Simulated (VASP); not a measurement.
# P2W under strain, part 2 of 4

How does the pressure of P2W answer to a change of volume? The bands are shown for each cell. All runs use PBEsol. Left out of this account: 1 further run (fields: a reference on another mesh). The start is a cell from a database of measured crystal structures.

VASP 6.6.1; PBEsol; plane waves and PAW (P, W).

Still holding for the runs below: Spin-orbit coupling is off here; with elements this heavy it splits and shifts levels by tenths of an eV or more.

So far, pressure (GPa): step 2 (bands, cell as listed) -2.71.

### Step 3. Bands, volume times 1.04

The cell is expanded evenly, with fractional positions held.

INCAR

```
SYSTEM = P2W
PREC = Accurate
ENCUT = 400
EDIFF = 1E-06
NELM = 100
ISMEAR = -1
SIGMA = 0.05
LREAL = .FALSE.
ALGO = Normal
GGA = PS
NBANDS = 32
LASPH = .TRUE.
LORBIT = 11
LWAVE = .FALSE.
LCHARG = .FALSE.
KPAR = 4
```

POSCAR

```
P2W
1.0
    0.0000000000     -3.2096889913      0.0000000000
   -4.3059274662      1.6048444957      0.0000000000
   -0.5964059041      1.6048444957     -6.5922150476
P W
4 2
Direct
    0.8620000000      0.7481000000      0.9759000000
    0.1380000000      0.2519000000      0.0241000000
    0.4012000000      0.1992000000      0.6032000000
    0.5988000000      0.8008000000      0.3968000000
    0.1582000000      0.6099000000      0.7065000000
    0.8418000000      0.3901000000      0.2935000000
```

KPOINTS

```
Automatic mesh
0
Gamma
10 10 10
0 0 0
```

KPOINTS_OPT

```
Line mode
16
Line-mode
Reciprocal
  0.00000000   0.50000000   0.00000000 X
  0.00000000   0.00000000   0.00000000 GAMMA

  0.00000000   0.00000000   0.00000000 GAMMA
  0.00000000   0.00000000   0.50000000 Y

  0.00000000   0.50000000   0.50000000 L
  0.00000000   0.00000000   0.00000000 GAMMA

  0.00000000   0.00000000   0.00000000 GAMMA
  0.50000000  -0.50000000  -0.50000000 Z

  0.50000000   0.00000000  -0.50000000 N
  0.00000000   0.00000000   0.00000000 GAMMA

  0.00000000   0.00000000   0.00000000 GAMMA
  0.50000000  -0.50000000   0.00000000 M

  0.50000000   0.00000000   0.00000000 R
  0.00000000   0.00000000   0.00000000 GAMMA
```

Potentials, in the order of the species: P and W (PBE family, release 64).

On the command line:

```
mpirun -np 4 vasp_std
```

The program printed:

```text
[banner, memory and clock lines left out]
running    4 mpi-ranks, on    1 nodes
 distrk:  each k-point on    1 cores,    4 groups
 distr:  one band on    1 cores,    1 groups

 POSCAR found type information on POSCAR P W
 POSCAR found :  2 types and       6 ions
 [... a notice as in an earlier step ...]

 LDA part: xc-table for (Slater+PW92), standard interpolation
 POSCAR, INCAR and KPOINTS ok, starting setup
 FFT: planning ... GRIDC
 FFT: planning ... GRID_SOFT
 FFT: planning ... GRID
 WAVECAR not read
 entering main loop
       N       E                     dE             d eps       ncg     rms          rms(c)
DAV:   1     0.683521471263E+02    0.68352E+02   -0.11205E+04 18048   0.715E+02
DAV:   2    -0.491824209099E+02   -0.11753E+03   -0.10850E+03 21744   0.173E+02
DAV:   3    -0.553676481833E+02   -0.61852E+01   -0.60095E+01 24192   0.358E+01
DAV:   4    -0.554485690826E+02   -0.80921E-01   -0.80768E-01 21824   0.468E+00
DAV:   5    -0.554498921231E+02   -0.13230E-02   -0.13227E-02 24296   0.551E-01    0.351E+01
DAV:   6    -0.539025694558E+02    0.15473E+01   -0.27394E+00 26224   0.939E+00    0.134E+01
DAV:   7    -0.536349504818E+02    0.26762E+00   -0.86351E-01 23888   0.616E+00    0.987E+00
DAV:   8    -0.534963905645E+02    0.13856E+00   -0.17332E-01 24232   0.267E+00    0.657E-01
DAV:   9    -0.534964017743E+02   -0.11210E-04   -0.29931E-02 21728   0.793E-01    0.584E-01
DAV:  10    -0.534960583122E+02    0.34346E-03   -0.19496E-03 23872   0.195E-01    0.310E-01
DAV:  11    -0.534959399298E+02    0.11838E-03   -0.32722E-04 22536   0.850E-02    0.789E-02
DAV:  12    -0.534959471009E+02   -0.71712E-05   -0.85635E-05 23296   0.396E-02    0.213E-02
DAV:  13    -0.534959455954E+02    0.15056E-05   -0.20664E-06 19352   0.739E-03    0.127E-02
DAV:  14    -0.534959442602E+02    0.13351E-05   -0.11363E-06 16576   0.432E-03    0.401E-03
DAV:  15    -0.534959442389E+02    0.21307E-07   -0.12895E-07 13376   0.195E-03
   1 F= -.53495944E+02 E0= -.53489006E+02  d E =-.138770E-01
 Start KPOINTS_OPT (optional k-point list driver)
k-point batch [1-112\112]
       N       E                     dE             ncg
DAV:   1     0.345233148303E+05   -0.19685E+05     7168
DAV:   2     0.211291593586E+05   -0.13394E+05     8664
DAV:   3     0.204077191132E+05   -0.72144E+03     9536
DAV:   4     0.203989141764E+05   -0.88049E+01     8528
DAV:   5     0.203987751912E+05   -0.13899E+00     9704
DAV:   6     0.203987714911E+05   -0.37001E-02     8584
DAV:   7     0.203987713678E+05   -0.12334E-03     9312
DAV:   8     0.203987713627E+05   -0.50850E-05     6648
DAV:   9     0.203987713623E+05   -0.38731E-06     6248
```

Wall time 69 s (4 MPI ranks of Intel Xeon 6975P-C (Granite Rapids), shared host); peak memory 3 GiB.

Parts of OUTCAR (step 3):

```text
  LATTYP: Found a base centered monoclinic cell.
 ALAT       =     8.6118549324
 B/A-ratio  =     0.3727058824
 C/A-ratio  =     0.8783529412
 COS(beta)  =    -0.4904018891

The static configuration has the point symmetry C_2h.

 Found    282 irreducible k-points:

   ENCUT  =  400.0 eV  29.40 Ry    5.42 a.u.   5.23  7.49 11.11*2*pi/ulx,y,z

   NELECT =      32.0000    total number of electrons

 E-fermi :   8.8539

 k-point     1 :       0.0000    0.0000    0.0000
  band No.  band energies     occupation
    ...
     12       5.9853      2.00000
     13       6.6270      2.00000
     14       6.7838      2.00000
     15       7.1375      2.00000
     16       8.5653      1.99379
     17       9.2434      0.00083
     18       9.8430      0.00000
     19      10.5985      0.00000
     20      11.7149      0.00000
     21      12.2381      0.00000
    ...

 k-point     2 :       0.1000    0.0000   -0.0000
  band No.  band energies     occupation
    ...
     12       5.8942      2.00000
     13       6.1184      2.00000
     14       6.6824      2.00000
     15       7.1022      2.00000
     16       8.6770      1.94347
     17       9.4109      0.00003
     18       9.7141      0.00000
     19      10.7182      0.00000
     20      11.5323      0.00000
     21      12.1463      0.00000
    ...

  Total       -6.1489966     -5.3922974     -6.0539752      0.0000000      0.0000000      0.0475103
  in kB     -108.1318940    -94.8251175   -106.4609147      0.0000000      0.0000000      0.8354831
  external PRESSURE =    -103.1393087 kB  Pullay stress =       0.0000000 kB

  energy-cutoff  :      400.00
  volume of cell :       91.11
      direct lattice vectors                 reciprocal lattice vectors
     0.000000000 -3.209688991  0.000000000    -0.116119002 -0.311556666 -0.065341610
    -4.305927466  1.604844496  0.000000000    -0.232238004  0.000000000  0.021010861
    -0.596405904  1.604844496 -6.592215048     0.000000000  0.000000000 -0.151694080

 POSITION                                       TOTAL-FORCE (eV/Angst)
 -----------------------------------------------------------------------------------
     -3.80330      0.00000     -6.43334         0.196348     -0.000000      0.141683
     -1.09904      0.00000     -0.15887        -0.196348      0.000000     -0.141683
     -1.21749      0.00000     -3.97642        -0.166395      0.000000      0.192420
     -3.68484      0.00000     -2.61579         0.166395     -0.000000     -0.192420
     -3.04755      1.60484     -4.65740         0.119816     -0.000000     -0.005974
     -1.85479     -1.60484     -1.93482        -0.119816      0.000000      0.005974
 -----------------------------------------------------------------------------------
    total drift:                               -0.000000      0.000000      0.000000

  FREE ENERGIE OF THE ION-ELECTRON SYSTEM (eV)
  ---------------------------------------------------
  free  energy   TOTEN  =       -53.4959442389 eV

  energy  without entropy=      -53.4820672005  energy(sigma->0) =      -53.48900572

 total charge
# of ion       s       p       d       tot
------------------------------------------
    1        1.031   1.412   0.000   2.443
    2        1.031   1.412   0.000   2.443
    3        1.035   1.378   0.000   2.413
    4        1.035   1.378   0.000   2.413
    5        0.551   0.657   4.350   5.558
    6        0.551   0.657   4.350   5.558
--------------------------------------------------
tot          5.233   6.895   8.699  20.828

[... 3 parts as in an earlier step ...]

[... 7 further parts left out ...]
```

Numbers from this step:

| Quantity | Value |
| --- | --- |
| free energy (TOTEN) | -53.4959 eV |
| energy at zero smearing | -53.4890 eV |
| Fermi energy | 8.854 eV |
| pressure | -10.31 GPa |

Electronic bands along the path, in eV, zero at the Fermi level; # counts the bands kept, so #1 is VASP's band 4:

```
    point    #10    #11    #12    #13    #14   #15   #16   #17
        X  -1.89  -1.80  -0.97  -0.41   0.64  1.04  1.10  2.12
        Γ  -2.23  -2.07  -1.72  -0.29   0.39  0.99  1.74  2.86
        Y  -2.87  -1.51  -1.41  -1.00   1.42  1.57  1.98  2.20
jump to L  -1.84  -1.15  -1.00  -0.44  -0.24  1.48  1.84  1.86
        Γ  -2.23  -2.07  -1.72  -0.29   0.39  0.99  1.74  2.86
        Z  -3.33  -2.67  -1.92   0.33   1.55  1.70  1.96  2.38
jump to N  -3.03  -2.68  -1.77  -0.87   0.69  1.37  2.04  2.66
        Γ  -2.23  -2.07  -1.72  -0.29   0.39  0.99  1.74  2.86
        M  -3.03  -2.68  -1.77  -0.87   0.69  1.37  2.04  2.66
jump to R  -3.33  -2.67  -1.92   0.33   1.55  1.70  1.96  2.38
        Γ  -2.23  -2.07  -1.72  -0.29   0.39  0.99  1.74  2.86
```

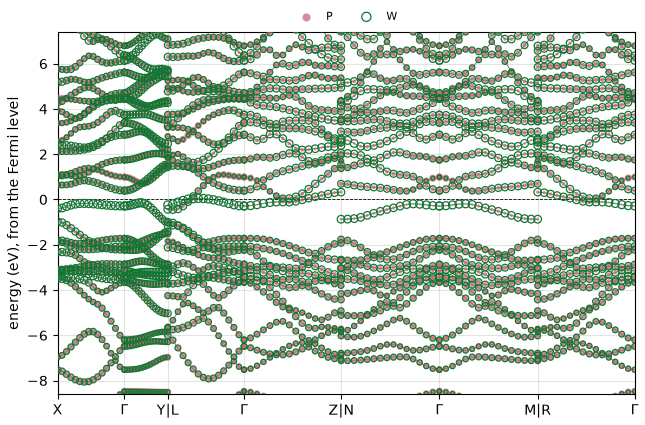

Electronic bands along the path; dots are coloured as in the legend, and their area grows with the weight.

Force by atom:

```
atom  x (eV/Å)  y (eV/Å)  z (eV/Å)   size
  P1     0.196     0.000     0.142  0.242
  P2    -0.196     0.000    -0.142  0.242
  P3    -0.166     0.000     0.192  0.254
  P4     0.166     0.000    -0.192  0.254
  W5     0.120     0.000    -0.006  0.120
  W6    -0.120     0.000     0.006  0.120
```

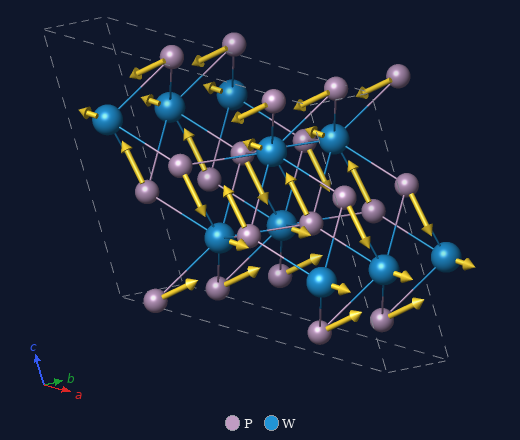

Force as arrows, the longest 0.254 eV/Å. 1×2×1 conventional cells are drawn. Some periodic images of atoms are drawn too.

 The pressure is -10.31 GPa.

### Step 4. Bands, volume times 1.08

The cell is expanded evenly, with fractional positions held.

INCAR is that of step 3.

Edit POSCAR of step 3 so:

```diff
@@ -2,5 +2,5 @@
 1.0
-    0.0000000000     -3.2096889913      0.0000000000
-   -4.3059274662      1.6048444957      0.0000000000
-   -0.5964059041      1.6048444957     -6.5922150476
+    0.0000000000     -3.2503222794      0.0000000000
+   -4.3604386640      1.6251611397      0.0000000000
+   -0.6039561475      1.6251611397     -6.6756696671
 P W
```

KPOINTS is that of step 3.

KPOINTS_OPT

```
Line mode
16
Line-mode
Reciprocal
  0.00000000  -0.50000000   0.00000000 X
  0.00000000   0.00000000   0.00000000 GAMMA

  0.00000000   0.00000000   0.00000000 GAMMA
  0.00000000   0.00000000  -0.50000000 Y

  0.00000000  -0.50000000  -0.50000000 L
  0.00000000   0.00000000   0.00000000 GAMMA

  0.00000000   0.00000000   0.00000000 GAMMA
  0.50000000   0.00000000   0.00000000 Z

  0.50000000  -0.50000000   0.00000000 N
  0.00000000   0.00000000   0.00000000 GAMMA

  0.00000000   0.00000000   0.00000000 GAMMA
  0.50000000   0.00000000  -0.50000000 M

  0.50000000  -0.50000000  -0.50000000 R
  0.00000000   0.00000000   0.00000000 GAMMA
```

On the command line:

```
mpirun -np 4 vasp_std
```

The program printed:

```text
[... set-up lines as in an earlier step ...]
 entering main loop
       N       E                     dE             d eps       ncg     rms          rms(c)
DAV:   1     0.664357531886E+02    0.66436E+02   -0.11120E+04 18048   0.711E+02
DAV:   2    -0.490118937392E+02   -0.11545E+03   -0.10641E+03 21872   0.170E+02
DAV:   3    -0.552285952202E+02   -0.62167E+01   -0.60311E+01 24128   0.357E+01
DAV:   4    -0.553122953352E+02   -0.83700E-01   -0.83538E-01 21808   0.474E+00
DAV:   5    -0.553137007143E+02   -0.14054E-02   -0.14049E-02 24352   0.566E-01    0.326E+01
DAV:   6    -0.536662499841E+02    0.16475E+01   -0.31877E+00 26104   0.101E+01    0.116E+01
DAV:   7    -0.533631217238E+02    0.30313E+00   -0.10225E+00 24232   0.678E+00    0.985E+00
DAV:   8    -0.532026797915E+02    0.16044E+00   -0.21366E-01 24320   0.286E+00    0.637E-01
DAV:   9    -0.532026519918E+02    0.27800E-04   -0.32845E-02 21696   0.828E-01    0.584E-01
DAV:  10    -0.532023259918E+02    0.32600E-03   -0.20555E-03 24080   0.199E-01    0.310E-01
DAV:  11    -0.532022093049E+02    0.11669E-03   -0.35157E-04 22232   0.862E-02    0.730E-02
DAV:  12    -0.532022155781E+02   -0.62732E-05   -0.85018E-05 23248   0.388E-02    0.229E-02
DAV:  13    -0.532022147611E+02    0.81701E-06   -0.19294E-06 18024   0.682E-03
   1 F= -.53202215E+02 E0= -.53194708E+02  d E =-.150126E-01
 Start KPOINTS_OPT (optional k-point list driver)
k-point batch [1-112\112]
       N       E                     dE             ncg
DAV:   1     0.340034866252E+05   -0.20418E+05     7168
DAV:   2     0.208402870895E+05   -0.13163E+05     8688
DAV:   3     0.201352445960E+05   -0.70504E+03     9544
DAV:   4     0.201263796520E+05   -0.88649E+01     8544
DAV:   5     0.201262399392E+05   -0.13971E+00     9632
DAV:   6     0.201262361909E+05   -0.37483E-02     8568
DAV:   7     0.201262360615E+05   -0.12936E-03     9352
DAV:   8     0.201262360561E+05   -0.54066E-05     6720
DAV:   9     0.201262360558E+05   -0.36323E-06     6240
```

Elapsed: 64 s, on 4 MPI ranks; peak memory 3.1 GiB; 4.2 min of CPU time.

From OUTCAR (step 4):

```text
  LATTYP: Found a base centered monoclinic cell.
 ALAT       =     8.7208773280
 B/A-ratio  =     0.3727058824
 C/A-ratio  =     0.8783529412
 COS(beta)  =    -0.4904018891

The static configuration has the point symmetry C_2h.

 Found    282 irreducible k-points:

   ENCUT  =  400.0 eV  29.40 Ry    5.42 a.u.   5.30  7.59 11.25*2*pi/ulx,y,z

   NELECT =      32.0000    total number of electrons

 E-fermi :   8.3767

 k-point     1 :       0.0000    0.0000    0.0000
  band No.  band energies     occupation
    ...
     12       5.6198      2.00000
     13       6.2267      2.00000
     14       6.3809      2.00000
     15       6.6881      2.00000
     16       8.1163      1.98912
     17       8.7097      0.00256
     18       9.3046      0.00000
     19      10.0682      0.00000
     20      11.1354      0.00000
     21      11.5301      0.00000
    ...

 k-point     2 :       0.1000    0.0000    0.0000
  band No.  band energies     occupation
    ...
     12       5.5248      2.00000
     13       5.7482      2.00000
     14       6.2746      2.00000
     15       6.6500      2.00000
     16       8.2194      1.91745
     17       8.8797      0.00009
     18       9.1619      0.00000
     19      10.1669      0.00000
     20      10.9180      0.00000
     21      11.4860      0.00000
    ...

  Total      -10.1342964     -8.7074957    -10.1937133      0.0000000      0.0000000      0.0223952
  in kB     -171.6140096   -147.4525904   -172.6201747      0.0000000      0.0000000      0.3792402
  external PRESSURE =    -163.8955916 kB  Pullay stress =       0.0000000 kB

  energy-cutoff  :      400.00
  volume of cell :       94.61
      direct lattice vectors                 reciprocal lattice vectors
     0.000000000 -3.250322279  0.000000000    -0.114667362 -0.307661799 -0.064524754
    -4.360438664  1.625161140  0.000000000    -0.229334725  0.000000000  0.020748198
    -0.603956148  1.625161140 -6.675669667     0.000000000  0.000000000 -0.149797706

 POSITION                                       TOTAL-FORCE (eV/Angst)
 -----------------------------------------------------------------------------------
     -3.85144      0.00000     -6.51479         0.282934      0.000000      0.215850
     -1.11295      0.00000     -0.16088        -0.282934     -0.000000     -0.215850
     -1.23291     -0.00000     -4.02676        -0.357415     -0.000000      0.230462
     -3.73149      0.00000     -2.64891         0.357415      0.000000     -0.230462
     -3.08613      1.62516     -4.71636         0.233868      0.000000     -0.063594
     -1.87827     -1.62516     -1.95931        -0.233868     -0.000000      0.063594
 -----------------------------------------------------------------------------------
    total drift:                               -0.000000      0.000000      0.000000

  FREE ENERGIE OF THE ION-ELECTRON SYSTEM (eV)
  ---------------------------------------------------
  free  energy   TOTEN  =       -53.2022147611 eV

  energy  without entropy=      -53.1872021501  energy(sigma->0) =      -53.19470846

 total charge
# of ion       s       p       d       tot
------------------------------------------
    1        1.033   1.389   0.000   2.422
    2        1.033   1.389   0.000   2.422
    3        1.037   1.357   0.000   2.395
    4        1.037   1.357   0.000   2.395
    5        0.533   0.617   4.260   5.410
    6        0.533   0.617   4.260   5.410
--------------------------------------------------
tot          5.207   6.726   8.520  20.454

[... 3 parts as in an earlier step ...]

[... 7 further parts left out ...]
```

Numbers from this step:

```
SCF cycles              : 13
free energy (TOTEN)     : -53.2022 eV
energy at zero smearing : -53.1947 eV
Fermi energy            : 8.377 eV
pressure                : -16.39 GPa
```

The electronic bands at the labelled points (eV, zero at the Fermi level; # counts the bands kept, so #1 is VASP's band 4):

```
    point    #10    #11    #12    #13    #14   #15   #16   #17
        X  -1.85  -1.73  -0.95  -0.38   0.61  0.99  0.99  2.01
        Γ  -2.15  -2.00  -1.69  -0.26   0.33  0.93  1.69  2.76
        Y  -2.78  -1.49  -1.35  -0.97   1.35  1.43  1.88  2.11
jump to L  -1.79  -1.12  -0.97  -0.43  -0.22  1.41  1.72  1.73
        Γ  -2.15  -2.00  -1.69  -0.26   0.33  0.93  1.69  2.76
        Z  -3.19  -2.56  -1.87   0.31   1.49  1.64  1.85  2.28
jump to N  -2.92  -2.62  -1.71  -0.82   0.64  1.32  1.92  2.49
        Γ  -2.15  -2.00  -1.69  -0.26   0.33  0.93  1.69  2.76
        M  -2.92  -2.62  -1.71  -0.82   0.64  1.32  1.92  2.49
jump to R  -3.19  -2.56  -1.87   0.31   1.49  1.64  1.85  2.28
        Γ  -2.15  -2.00  -1.69  -0.26   0.33  0.93  1.69  2.76
```

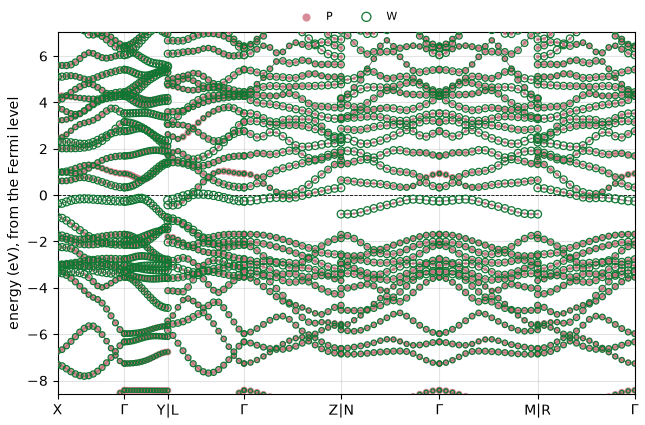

Electronic bands along the path; dots are coloured as in the legend, and their area grows with the weight.

Force by atom:

```
atom  x (eV/Å)  y (eV/Å)  z (eV/Å)   size
  P1     0.283     0.000     0.216  0.356
  P2    -0.283     0.000    -0.216  0.356
  P3    -0.357     0.000     0.230  0.425
  P4     0.357     0.000    -0.230  0.425
  W5     0.234     0.000    -0.064  0.242
  W6    -0.234     0.000     0.064  0.242
```

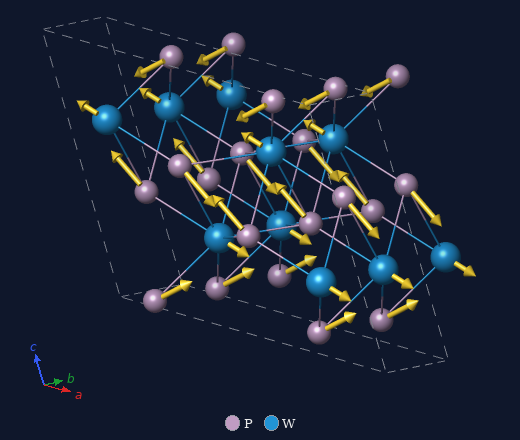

Force as arrows, the longest 0.425 eV/Å. 1×2×1 conventional cells are drawn. Some periodic images of atoms are drawn too.

 The pressure is -16.39 GPa.

[end of part 2 of 4]

[Lines on the potential files, build, host, timing and source positions are cut from VASP's logs without a mark.]

[Logs are printed without paths, hosts, clocks, repeated set-up lines and the standing remarks that a program may print on its own settings, such as how far it seeks lower states.]

[Hosts, paths, dates, database ids (printed as entryN), source tags and the programs' standing remarks are cut or masked in the printed files.]

[A measured line is paired with the nearest computed mode of its activity, which favours agreement.]
